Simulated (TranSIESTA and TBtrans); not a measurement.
Junction: Si chain with one bond stretched by 1.5 Å. Leads: straight Si chain, spacing 2.25 Å. Geometry: as built, not relaxed.

TranSIESTA and TBtrans, PBE, DZP numerical orbitals (energy shift 0.15 eV), PseudoDojo norm-conserving scalar-relativistic potentials, mesh cutoff 200 Ry, 300 K, no spin polarisation, no spin-orbit coupling; self-consistent non-equilibrium Green functions.

Energies count from the leads' Fermi level. Transmissions are for one spin of a degenerate pair. The energy step is 0.01 eV; narrower resonances are cut or missed.

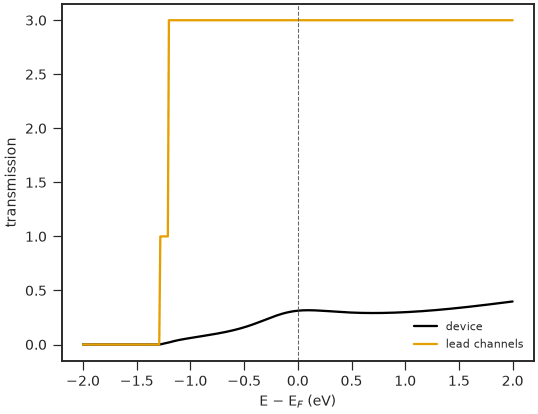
Fig. 1. Transmission against energy

| E (eV) | T | lead channels |
|---|---|---|
| -2.00 | 0 | 0 |
| -1.80 | 0 | 0 |
| -1.60 | 0 | 0 |
| -1.40 | 0 | 0 |
| -1.20 | 0.019 | band edge |
| -1.00 | 0.061 | 3 |
| -0.80 | 0.093 | 3 |
| -0.60 | 0.13 | 3 |
| -0.40 | 0.19 | 3 |
| -0.20 | 0.27 | 3 |
| 0.00 | 0.31 | 3 |
| 0.20 | 0.31 | 3 |
| 0.40 | 0.30 | 3 |
| 0.60 | 0.29 | 3 |
| 0.80 | 0.29 | 3 |
| 1.00 | 0.30 | 3 |
| 1.20 | 0.31 | 3 |
| 1.40 | 0.33 | 3 |
| 1.60 | 0.35 | 3 |
| 1.80 | 0.37 | 3 |
| 2.00 | 0.40 | 3 |

The straight chain is held at its spacing; free chains may zigzag or dimerise. No spin-polarised start was tried, so a magnetic state, if there is one, is missed.
